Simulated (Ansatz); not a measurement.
**AlH (SMILES [AlH]): levels of theory compared**

Aim: a comparison of 6 runs (revPBE/3-21G, PBE/cc-pVTZ, RPA@PBE/3-21G, CCSDT/3-21G, CCSD/cc-pVTZ, CCSD(T)/3-21G) of AlH. 

The results are computed with Ansatz 0.2.0.

45 further runs of the same task are left out: 45 set aside as unsound or not needed.

## 1. The structure to begin with

AlH: 2 atoms, total charge 0, spin state singlet. SMILES: `[AlH]`. The H2–Al1 distance was set to 2.497 Å, away from the relaxed value.

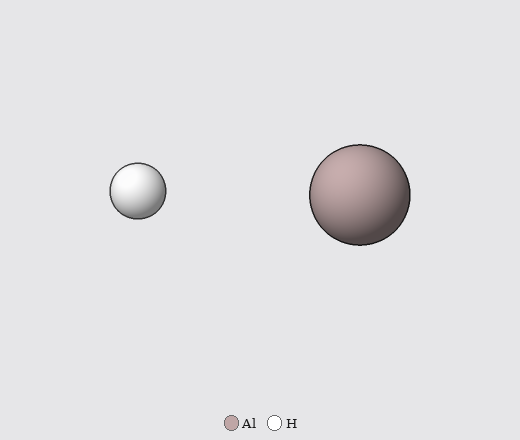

Viewed from a chosen angle; aluminium light grey, hydrogen white.

## 2. The energy at revPBE/3-21G (run 1)

File in.yaml:

```yaml
crystal:
  periodic: [false, false, false]
  atoms:
    - symbol: Al
      position_ang: [-0.000000, 0.000000, -0.857990]
    - symbol: H
      position_ang: [0.000000, -0.000000, 1.639110]
basis:
  gaussian:
    orbitals: 3-21G.json
total_charge: 0
accuracy: high
hamiltonian:
  xc: {name: revPBE}
```

The basis set 3-21G is read from a file made from the Basis Set Exchange's data (not shown).

The run is started by

```bash
$ ansatz run in.yaml --threads 1 --pin off --max-ram 3480MiB --events-out events.jsonl --progress --plain --runs-dir runs
```

What it wrote:

```text
Warning: RAYON_NUM_THREADS=1 ignored (pool sized by the plan → 1); use --threads N
Functional definition: revPBE
  name "revPBE"
  parameter kappa = 1.245
  parameter beta = 0.06672455060314922
  exchange = pbe_x(kappa = kappa, mu = beta*pi^2/3)
  correlation = pbe_c(beta = beta)
276 factors; integrals over basis functions are off by at most 2.6e-9 eV
mean field evaluation 1: about -6570.8749 eV, gradient 1.4e1 eV
mean field evaluation 2: about -6558.3667 eV, gradient 1.7e1 eV
mean field evaluation 4: about -6571.7216 eV, gradient 9.3e0 eV
mean field evaluation 8: about -6572.4039 eV, gradient 3.8e-2 eV
mean field evaluation 16: about -6572.4039 eV, gradient 4.7e-7 eV
mean field -6572.40393253 eV, -241.5313895849 hartree, gradient 2.4e-8 eV, S^2 0.000000; 0 other end points of the search recorded, 0 dependent functions left out
reference -6572.40393541 eV, -241.5313896908 hartree; 7, 7 occupied and 8, 8 virtual orbitals, 276 factors
Total energy: -6572.40393541 eV, -241.5313896908 hartree
```

Wall time 0.38 s (1 thread of Arm Neoverse V2, shared host).

## 3. A single-point energy at PBE/cc-pVTZ (run 2)

File molecule.yaml:

```yaml
crystal:
  periodic: [false, false, false]
  atoms:
    - {symbol: Al, position_ang: [-0.000000, 0.000000, -0.857990]}
    - {symbol: H, position_ang: [0.000000, -0.000000, 1.639110]}
basis:
  gaussian: {orbitals: cc-pVTZ}
hamiltonian: {xc: {name: PBE}}
accuracy: high
```

The run is started by

```bash
$ ansatz run molecule.yaml --threads 1 --pin off --max-ram 3480MiB --events-out events.jsonl --progress --plain --runs-dir runs
```

What it wrote:

```text
Warning: RAYON_NUM_THREADS=1 ignored (pool sized by the plan → 1); use --threads N
Functional definition: PBE
  name "PBE"
  parameter kappa = 0.804
  parameter beta = 0.06672455060314922
  exchange = pbe_x(kappa = kappa, mu = beta*pi^2/3)
  correlation = pbe_c(beta = beta)
604 factors; integrals over basis functions are off by at most 3.5e-9 eV
mean field evaluation 1: about -6604.8617 eV, gradient 1.7e1 eV
mean field evaluation 2: about -6591.2098 eV, gradient 2.3e1 eV
mean field evaluation 4: about -6606.7012 eV, gradient 3.3e0 eV
mean field evaluation 8: about -6606.7834 eV, gradient 1.2e-1 eV
mean field evaluation 16: about -6606.7834 eV, gradient 3.1e-6 eV
mean field -6606.78342530 eV, -242.7948126412 hartree, gradient 1.4e-8 eV, S^2 0.000000; 0 other end points of the search recorded, 0 dependent functions left out
reference -6606.78342774 eV, -242.7948127307 hartree; 7, 7 occupied and 41, 41 virtual orbitals, 604 factors
Total energy: -6606.78342774 eV, -242.7948127307 hartree
```

It took 0.87 s on 1 thread of Arm Neoverse V2, shared host.

Runs 3 to 4 aren't shown in full; the table further down has their settings and results.

## 4. The energy at CCSD/cc-pVTZ (run 5)

File job.yaml:

```yaml
crystal:
  periodic: [false, false, false]
  atoms:
    - {symbol: Al, position_ang: [-0.000000, 0.000000, -0.857990]}
    - {symbol: H, position_ang: [0.000000, -0.000000, 1.639110]}
basis:
  gaussian: {orbitals: cc-pVTZ}
correlation: {method: ccsd, frozen_orbitals: {Al: 5, H: 0}}
accuracy: high
scf: {omitted_lower_state_checks: [cluster_reference, increment]}
```

The run is started by

```bash
$ ansatz run job.yaml --threads 1 --pin off --max-ram 3480MiB --events-out events.jsonl --progress --plain --runs-dir runs
```

What it wrote:

```text
Warning: RAYON_NUM_THREADS=1 ignored (pool sized by the plan → 1); use --threads N
[... 11 lines left out ...]
5 core orbitals not correlated: weight in the atoms' cores, before any rotation towards them, 1.000 or more for the frozen orbitals, at most 0.000 for the correlated occupied ones
[... 24 lines left out ...]
Total energy: -6598.57233739 eV, -242.4930607261 hartree
Checks for a lower state left out: cluster_reference, increment
```

Run time: 0.44 s. Hardware: 1 thread of Arm Neoverse V2, shared host; peak memory 0.1 GiB.

## 5. A single-point energy at CCSD(T)/3-21G (run 6)

File run.yaml:

```yaml
crystal:
  periodic: [false, false, false]
  atoms:
    - {symbol: Al, position_ang: [-0.000000, 0.000000, -0.857990]}
    - {symbol: H, position_ang: [0.000000, -0.000000, 1.639110]}
basis:
  gaussian: {orbitals: 3-21G.json}
correlation: {method: ccsd_t, frozen_orbitals: {Al: 5, H: 0}}
accuracy: high
scf: {omitted_lower_state_checks: [cluster_reference, increment]}
```

The basis set 3-21G is read from a file made from the Basis Set Exchange's data (not shown).

The run is started by

```bash
$ ansatz run run.yaml --threads 1 --pin off --max-ram 3480MiB --events-out events.jsonl --progress --plain --runs-dir runs
```

What it wrote:

```text
Warning: RAYON_NUM_THREADS=1 ignored (pool sized by the plan → 1); use --threads N
[... 12 lines left out ...]
5 core orbitals not correlated: weight in the atoms' cores, before any rotation towards them, 1.000 or more for the frozen orbitals, at most 0.000 for the correlated occupied ones
[... 26 lines left out ...]
Total energy: -6561.51269305 eV, -241.1311439167 hartree
Checks for a lower state left out: cluster_reference, increment
```

Run time: 0.14 s. Hardware: 1 thread of Arm Neoverse V2, shared host.

## 6. The series

```csv
run,level,frozen core orbitals,energy (Eh),wall time
1,revPBE/3-21G,–,-241.531390,0.38 s
2,PBE/cc-pVTZ,–,-242.794813,0.87 s
3,RPA@PBE/3-21G,5,-241.161321,0.66 s
4,CCSDT/3-21G,5,-241.131328,0.18 s
5,CCSD/cc-pVTZ,5,-242.493061,0.44 s
6,CCSD(T)/3-21G,5,-241.131144,0.14 s
```

## 7. What came out

| quantity | value |
| --- | --- |
| run 6: total energy | -241.13114 Eh |
| run 6: correlation energy (5 core orbitals frozen) | -62.5 mEh |
| run 6: (T) correction | -0.54 mEh |
| run 6: T1 diagnostic | 0.032 |

**Reading.** Totals of different functionals can't be ranked against each other. In runs 5, 6 the T1 diagnostic is large, so a single reference may not serve. In runs 4, 5, 6 the log says that unrestricted orbitals would lower the reference, so the values rest on an unstable closed-shell determinant (other closed-shell runs at this shape may share the fault). All runs together took 2.7 s, the longest 0.87 s.
